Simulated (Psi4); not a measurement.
# GeH2 (SMILES [H][Ge][H]) at M06-2X/cc-pVQZ (sweep point 3)

Aim: the vertical singlet–triplet gap of GeH2 at M06-2X/cc-pVQZ (sweep point 3), from 2 runs. 

The results are computed with Psi4 1.11.

**1. Starting point**

The species is GeH2 (3 atoms), meant as a singlet with charge 0. SMILES: `[H][Ge][H]`. Geometry: a GFN2-xTB relaxation, a rough one for these elements and not checked as a minimum.

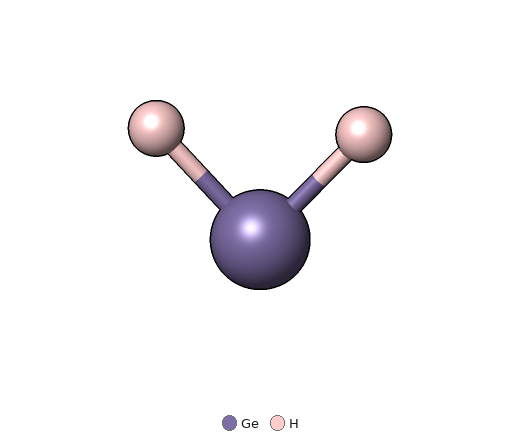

Viewed from a chosen angle; germanium purple, hydrogen pink.

**2. A single-point energy at M06-2X/cc-pVQZ (sweep point 3)**

input.in reads:

```
memory 1600 MB

molecule m {
  0 1
  Ge     0.004590    -0.009050    -0.781020
  H      1.098840    -0.017820     0.398440
  H     -1.103430     0.026870     0.382580
  symmetry c1
}

set {
  basis                cc-pVQZ
  puream               true
  scf_type             pk
  dft_radial_points    99
  dft_spherical_points 590
}

energy("m06-2x")
print_variables()
```

On the command line:

```console
psi4 input.in input.out -n 1
```

input.out:

```text
[...]
  Running in c1 symmetry.
[...]
  Nuclear repulsion =   21.301569509305626
[...]
  Multiplicity = 1
[...]
  Nalpha       = 17
  Nbeta        = 17
[...]
    Number of basis functions: 128
[...]
   @RKS iter   1: -2076.94106991638091   -2.62283e+00   1.91649e-02 ADIIS/DIIS
[...]
   @RKS iter   8: -2078.18310813920880   -1.08330e-08   2.05575e-07 DIIS
[...]
    Orbital Energies [Eh]
    ---------------------
    Doubly Occupied:
       1A   -401.023134     2A    -50.534740     3A    -45.061212
       4A    -45.058163     5A    -45.057550     6A     -6.504773
       7A     -4.673187     8A     -4.662924     9A     -4.660071
      10A     -1.410572    11A     -1.407126    12A     -1.404379
      13A     -1.396533    14A     -1.394162    15A     -0.573678
      16A     -0.358501    17A     -0.294756
[...]
  @RKS Final Energy: -2078.18310813920880
   => Energetics <=
    Nuclear Repulsion Energy =             21.3015695093056259
    One-Electron Energy =               -2938.4322071621163559
    Two-Electron Energy =                 876.5456446009660567
    DFT Exchange-Correlation Energy =     -37.5981150873637517
    Empirical Dispersion Energy =           0.0000000000000000
    VV10 Nonlocal Energy =                  0.0000000000000000
    Total Energy =                      -2078.1831081392083433
[...]
 Multipole Moments:
 ------------------------------------------------------------------------------------
     Multipole            Electronic (a.u.)      Nuclear  (a.u.)        Total (a.u.)
 ------------------------------------------------------------------------------------
 L = 1.  Multiply by 2.5417464519 to convert [e a0] to [Debye]
 Dipole X            :         -0.0140318            0.0148500            0.0008182
 Dipole Y            :         -2.5307353            2.4299087           -0.1008265
 Dipole Z            :          0.0000000           -0.0000000            0.0000000
 Magnitude           :                                                    0.1008298
[...]
```

Wall time 25 s (1 thread of Intel Xeon 6975P-C (Granite Rapids), shared host); peak memory 1.6 GiB.

**3. The triplet, same level**

calc.in reads:

```
memory 1600 MB

molecule {
  0 3
  Ge     0.004590    -0.009050    -0.781020
  H      1.098840    -0.017820     0.398440
  H     -1.103430     0.026870     0.382580
  symmetry c1
}

set {
  reference uks
  puream true
  scf_type pk
  dft_radial_points 99
  dft_spherical_points 590
  maxiter 150
}

energy('m06-2x/cc-pVQZ')
```

On the command line:

```console
psi4 -n 1 calc.in calc.out
```

calc.out:

```text
[...]
  Running in c1 symmetry.
[...]
  Nuclear repulsion =   21.301569509305626
[...]
  Multiplicity = 3
[...]
  Nalpha       = 18
  Nbeta        = 16
[...]
    Number of basis functions: 128
[...]
   @UKS iter   1: -2076.86399836415285   -2.54576e+00   1.91997e-02 ADIIS/DIIS
[...]
   @UKS iter   8: -2078.13174365519671   -2.15893e-07   9.68073e-07 DIIS
[...]
   @S^2 Observed:                2.003354372E+00
[...]
    Orbital Energies [Eh]
    ---------------------
    Alpha Occupied:
       1A   -401.033893     2A    -50.544398     3A    -45.070492
       4A    -45.069567     5A    -45.068038     6A     -6.512266
       7A     -4.675141     8A     -4.674306     9A     -4.670590
      10A     -1.410969    11A     -1.410357    12A     -1.410103
      13A     -1.407720    14A     -1.407345    15A     -0.608315
      16A     -0.377763    17A     -0.350350    18A     -0.238680
    Alpha Virtual:
      19A      0.031791    20A      0.071437    21A      0.121460
      22A      0.129018    23A      0.142079    24A      0.155032
      25A      0.169572    26A      0.173026    27A      0.180247
[...]
  @UKS Final Energy: -2078.13174365519671
   => Energetics <=
    Nuclear Repulsion Energy =             21.3015695093056259
    One-Electron Energy =               -2938.1491359213123360
    Two-Electron Energy =                 876.3025698695830670
    DFT Exchange-Correlation Energy =     -37.5867471127728692
    Empirical Dispersion Energy =           0.0000000000000000
    VV10 Nonlocal Energy =                  0.0000000000000000
    Total Energy =                      -2078.1317436551967148
[...]
 Multipole Moments:
 ------------------------------------------------------------------------------------
     Multipole            Electronic (a.u.)      Nuclear  (a.u.)        Total (a.u.)
 ------------------------------------------------------------------------------------
 L = 1.  Multiply by 2.5417464519 to convert [e a0] to [Debye]
 Dipole X            :         -0.0160481            0.0148500           -0.0011980
 Dipole Y            :         -2.7475996            2.4299087           -0.3176909
 Dipole Z            :          0.0000000           -0.0000000            0.0000000
 Magnitude           :                                                    0.3176932
[...]
```

Run time: 34 s. Hardware: 1 thread of Intel Xeon 6975P-C (Granite Rapids), shared host; peak memory 1.6 GiB.

**4. Outcome**

At M06-2X/cc-pVQZ (sweep point 3):

| quantity | value |
| --- | --- |
| singlet: total energy | -2078.18311 Eh |
| singlet: dipole moment | 0.26 D |
| singlet: HOMO energy | -8.02 eV |
| singlet: LUMO energy | -2.22 eV |
| singlet: HOMO–LUMO gap | 5.80 eV |
| triplet: total energy | -2078.13174 Eh |
| triplet: dipole moment | 0.81 D |
| triplet: HOMO energy (highest over α and β) | -6.49 eV |
| triplet: LUMO energy (lowest over α and β) | -4.45 eV |
| triplet: ⟨S²⟩ | 2.003 |
| vertical energy of the triplet above the singlet | 1.398 eV |

**Reading.** At this shape the triplet lies 1.40 eV (32 kcal/mol) above the singlet.
